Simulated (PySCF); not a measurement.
# C4H8FNSi (SMILES C[C@H](F)C[SiH2]C#N): what the fields show

| atom | x (Å) | y (Å) | z (Å) |
| --- | --- | --- | --- |
| C | -2.3080 | 0.4860 | 0.1476 |
| C | -1.0795 | -0.3664 | -0.1254 |
| F | -1.0516 | -1.4084 | 0.7948 |
| C | 0.2269 | 0.4057 | -0.0227 |
| Si | 1.7355 | -0.7619 | -0.0532 |
| C | 3.2206 | 0.3734 | -0.1019 |
| N | 4.1347 | 1.0632 | -0.1305 |
| H | -3.2068 | -0.1240 | 0.0962 |
| H | -2.2423 | 0.9267 | 1.1401 |
| H | -2.3749 | 1.2795 | -0.5913 |
| H | -1.1605 | -0.8559 | -1.1051 |
| H | 0.2231 | 0.9820 | 0.9052 |
| H | 0.2666 | 1.1231 | -0.8431 |
| H | 1.8443 | -1.5692 | 1.1587 |
| H | 1.7673 | -1.5460 | -1.2914 |

Geometry: GFN2-xTB.

Method: CAM-B3LYP/def2-SVPD, SCF density, gas phase (PySCF).

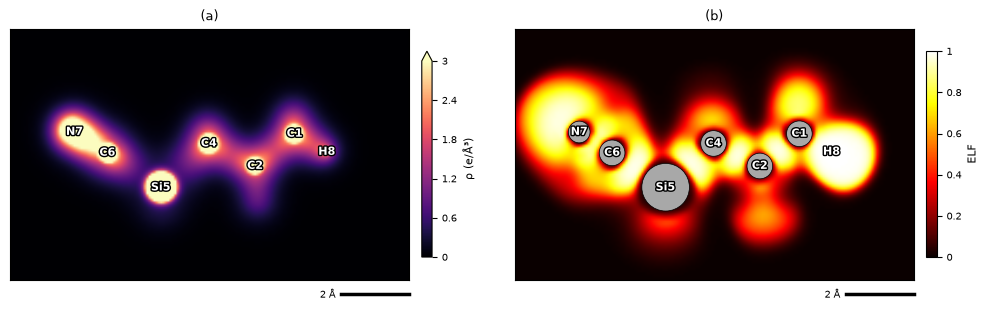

Figure 1. (a) total electron density; (b) electron localisation function on the plane of atoms C4, Si5 and C6. Grey discs cover the atomic cores in the ELF map.

**What does the map show?**

The plane passes through C, Si, N and H nuclei.
C–N (1.15 Å): ρ is about 3.7 e/Å³ halfway; the ELF peaks at about 0.90 between the atoms (a multiple bond).
C–C (1.52 Å): ρ is about 1.7 e/Å³ halfway; the ELF peaks at about 0.95 between the atoms, as expected for localised, covalent bonding.
C–Si (1.87 Å): the density is about 0.9 e/Å³ at the midpoint; the ELF peaks at about 1 between the atoms, as expected for localised, covalent bonding.
C–H (1.09 Å): ρ is about 2 e/Å³ halfway; the ELF climbs to about 1 towards the hydrogen, as it does in any bond to H: an ordinary covalent bond to hydrogen.
The ELF also peaks beside N7, away from the bonds: lone-pair regions.

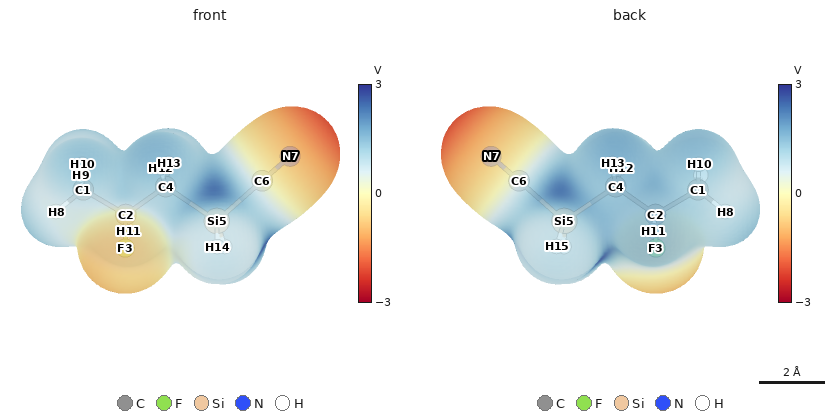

Figure 2. The electrostatic potential painted on the density surface at 0.004 e/bohr³, seen from the front and from behind; red is negative and blue positive.

**Describe the electrostatic potential map.**

The most negative region (about −2.0 V) lies over N7, the most positive (about +2.5 V) over Si5. N7 is the likeliest acceptor of a hydrogen bond.

**How polar is the molecule by this calculation?**

Its dipole moment is 3.96 D.
